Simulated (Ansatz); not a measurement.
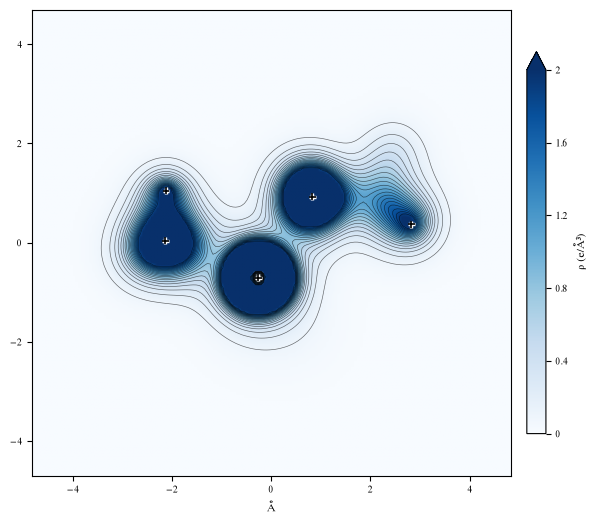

The electron density on a plane through atoms (crosses mark nuclei in the plane).

All numbers below come from RKS PBE0-D4/def2-TZVPP in Ansatz 0.2.0.

Candidates:
A. Cl$_{3}$F$_{2}$HMoO (SMILES [OH][Mo]([F])([F])([Cl])([Cl])[Cl])
B. CH$_{8}$N$_{3}$OV (SMILES C[O][V](=[NH])([NH2])[NH2])
C. CH$_{9}$N$_{3}$OSn (SMILES C[O][Sn]([NH2])([NH2])[NH2])

Q: Which candidate gave the map?

A: Candidate C: CH$_{9}$N$_{3}$OSn on the plane of atoms O2, Sn3 and N4, which holds O, Sn, N and H. Sn–O (1.96 Å): the density is about 0.85 e/Å³ at the midpoint. Sn–N (2.02 Å): the density is about 0.82 e/Å³ at the midpoint.
